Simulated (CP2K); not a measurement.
# CH3BO2S (SMILES OC1(O)BS1) at IPEA1-xTB

What is the energy change on altering one bond length of CH3BO2S at IPEA1-xTB? 

The calculation is run with CP2K 2026.2.

5 further runs of the same task are left out: 3 that didn't finish, 2 set aside as unsound or not needed.

### Step 1. The molecule

CH3BO2S has 8 atoms, charge 0, and is taken as a singlet. As SMILES, `OC1(O)BS1`. The coordinates come from a GFN2-xTB relaxation. This is one conformer, not always the lowest.

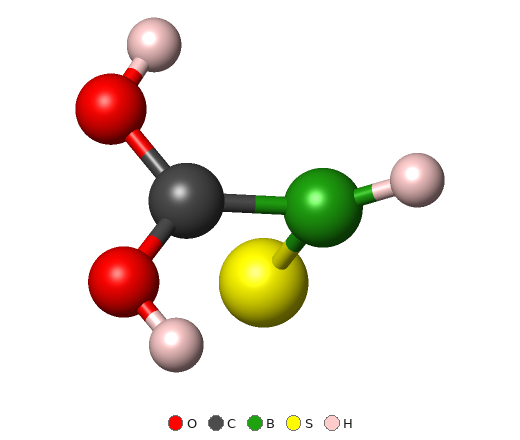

Viewed from a chosen angle; oxygen red, carbon dark grey, boron green, sulfur yellow, hydrogen pink.

### Step 2. The energy at IPEA1-xTB

Input file molecule.inp:

```
&GLOBAL
  PROJECT molecule
  RUN_TYPE ENERGY
  PRINT_LEVEL MEDIUM
&END GLOBAL
&FORCE_EVAL
  METHOD QUICKSTEP
  &DFT
    &QS
      METHOD XTB
      EPS_DEFAULT 1.0E-10
      &XTB
        GFN_TYPE TBLITE
        &TBLITE
          METHOD IPEA1
        &END TBLITE
        CHECK_ATOMIC_CHARGES F
      &END XTB
    &END QS
    &POISSON
      PERIODIC NONE
      POISSON_SOLVER ANALYTIC
    &END POISSON
    &SCF
      SCF_GUESS ATOMIC
      EPS_SCF 1.0E-07
      MAX_SCF 150
      ADDED_MOS 8
      &DIAGONALIZATION
        ALGORITHM STANDARD
      &END DIAGONALIZATION
      &MIXING
        METHOD DIRECT_P_MIXING
        ALPHA 0.4
      &END MIXING
      &SMEAR ON
        METHOD FERMI_DIRAC
        ELECTRONIC_TEMPERATURE [K] 300
      &END SMEAR
    &END SCF
    &PRINT
      &MOMENTS
        PERIODIC F
        REFERENCE COM
        MAX_MOMENT 1
      &END MOMENTS
      &MO ON
        ENERGIES T
        OCCUPATION_NUMBERS T
        NDIGITS 6
        &EACH
          QS_SCF 0
        &END EACH
        ADD_LAST NUMERIC
      &END MO
      &HIRSHFELD OFF
      &END HIRSHFELD
    &END PRINT
  &END DFT
  &SUBSYS
    &CELL
      ABC 19.3 19.3 18.5
      PERIODIC NONE
    &END CELL
    &COORD
      UNIT bohr
      O     -0.7211195     2.6408167     1.3385686
      C      0.3397917     0.4915178     0.4593357
      O      2.8376505     0.5461686     0.9777254
      B     -1.0900696    -1.7164949    -0.7706681
      S     -0.3250707     0.0279490    -3.4111824
      H     -2.5330645     2.6070851     1.1527329
      H      3.6398582    -1.0295606     0.5385342
      H     -2.1479761    -3.5674817    -0.2850652
    &END COORD
    &TOPOLOGY
      &CENTER_COORDINATES
      &END CENTER_COORDINATES
    &END TOPOLOGY
  &END SUBSYS
&END FORCE_EVAL
```

On the command line:

```console
OMP_NUM_THREADS=1 cp2k.psmp molecule.inp > molecule.out
```

Output:

```text
CP2K| version string:                                       CP2K version 2026.2
[...]
 GLOBAL| Method name                                                        CP2K
[...]
 GLOBAL| Run type                                                         ENERGY
[...]
                             - Atoms:                                          8
[...]
                             - Spherical basis functions:                     35
[...]
 Number of electrons:                                                         28
[...]
  *** SCF run converged in    19 steps ***
[...]
  Fermi energy:                                                -0.30028930616547
[...]
 TB_DIPOLE| Moment [Debye]         -0.33943287      -0.81439342       1.35540365
 TB_DIPOLE| Derivative [a.u.]       0.00000000       0.00000000       0.00000000
[...]
 ENERGY| Total FORCE_EVAL ( QS ) energy [hartree]            -18.895384117202774
[...]
```

Run time: 1.1 s. Hardware: 1 thread of Intel Xeon Platinum 8375C at 2.90GHz (Ice Lake), shared host; peak memory 0.19 GiB.

### Step 3. The distorted shape, same level

Input file job.inp:

```
&GLOBAL
   PROJECT_NAME job
   RUN_TYPE ENERGY
   PRINT_LEVEL MEDIUM
&END

&FORCE_EVAL
   METHOD QS
   &DFT
      &QS
         METHOD XTB
         EPS_DEFAULT 1.0E-10
         &XTB
            GFN_TYPE TBLITE
            &TBLITE
               METHOD IPEA1
            &END
            CHECK_ATOMIC_CHARGES F
         &END
      &END
      &POISSON
         PERIODIC NONE
         POISSON_SOLVER ANALYTIC
      &END
      &SCF
         SCF_GUESS ATOMIC
         EPS_SCF 1.0E-07
         MAX_SCF 150
         ADDED_MOS 8
         &DIAGONALIZATION
            ALGORITHM STANDARD
         &END
         &MIXING
            METHOD DIRECT_P_MIXING
            ALPHA 0.4
         &END
         &SMEAR ON
            METHOD FERMI_DIRAC
            ELECTRONIC_TEMPERATURE [K] 300
         &END
      &END
      &PRINT
         &MOMENTS
            PERIODIC F
            REFERENCE COM
            MAX_MOMENT 1
         &END
         &MO ON
            ENERGIES T
            OCCUPATION_NUMBERS T
            NDIGITS 6
            &EACH
               QS_SCF 0
            &END
            ADD_LAST NUMERIC
         &END
         &HIRSHFELD OFF
         &END
      &END
   &END
   &SUBSYS
      &CELL
         ABC 19.4 19.5 18.6
         PERIODIC NONE
      &END
      &COORD
         UNIT bohr
         O     -0.9332866     3.0706462     1.5144019
         C      0.3397917     0.4915178     0.4593357
         O      2.8376505     0.5461686     0.9777254
         B     -1.0900696    -1.7164949    -0.7706681
         S     -0.3250707     0.0279490    -3.4111824
         H     -2.7452316     3.0369146     1.3285663
         H      3.6398582    -1.0295606     0.5385342
         H     -2.1479761    -3.5674817    -0.2850652
      &END
      &TOPOLOGY
         &CENTER_COORDINATES
         &END
      &END
   &END
&END
```

On the command line:

```console
OMP_NUM_THREADS=1 cp2k.psmp job.inp > job.out
```

Output:

```text
CP2K| version string:                                       CP2K version 2026.2
[...]
 GLOBAL| Method name                                                        CP2K
[...]
 GLOBAL| Run type                                                         ENERGY
[...]
                             - Atoms:                                          8
[...]
                             - Spherical basis functions:                     35
[...]
 Number of electrons:                                                         28
[...]
  *** SCF run converged in    21 steps ***
[...]
  Fermi energy:                                                -0.31537357293102
[...]
 TB_DIPOLE| Moment [Debye]         -0.04781037      -1.51540888       0.59761591
 TB_DIPOLE| Derivative [a.u.]       0.00000000       0.00000000       0.00000000
[...]
 ENERGY| Total FORCE_EVAL ( QS ) energy [hartree]            -18.841356465556277
[...]
```

It took 0.99 s on 1 thread of Intel Xeon Platinum 8375C at 2.90GHz (Ice Lake), shared host; peak memory 0.19 GiB.

### Step 4. Results

Level: IPEA1-xTB.

| quantity | value |
| --- | --- |
| first shape: total energy | -18.89538 Eh |
| first shape: dipole moment (from atomic charges alone) | 1.62 D |
| first shape: HOMO energy | -11.16 eV |
| first shape: LUMO energy | -7.28 eV |
| first shape: HOMO–LUMO gap | 3.88 eV |
| distorted shape: total energy | -18.84136 Eh |
| distorted shape: dipole moment (from atomic charges alone) | 1.63 D |
| distorted shape: HOMO energy | -11.61 eV |
| distorted shape: LUMO energy | -7.69 eV |
| distorted shape: HOMO–LUMO gap | 3.93 eV |
| energy change with the O1–C2 bond stretched from 1.351 to 1.621 Å | 1.470 eV |

**Reading.** With the O1–C2 bond stretched from 1.351 to 1.621 Å the energy rises by 1.47 eV (142 kJ/mol). The first shape isn't relaxed at this level, so the change isn't measured from a minimum. The dipole (first shape) comes from point charges on the atoms alone, without atomic dipoles, so it is partial. The dipole (distorted shape) comes from point charges on the atoms alone, without atomic dipoles, so it is partial.
